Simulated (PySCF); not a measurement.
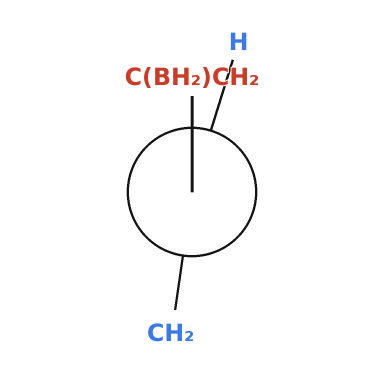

A Newman projection along the O–C bond, oxygen in front; angles are drawn as computed, but eclipsed bonds slightly apart. Computed geometry: GFN2-xTB optimisation. No frequency run is at hand to confirm it as a minimum.

Question: Which molecule is it?

Answer: C4H7BO, BC(=C)OC=C

Question: What is the torsion angle from the front C(BH2)CH2 to the back CH2? The sign is positive where the front bond must turn clockwise to cover the back bond.

Answer: −172°, antiperiplanar (anti).
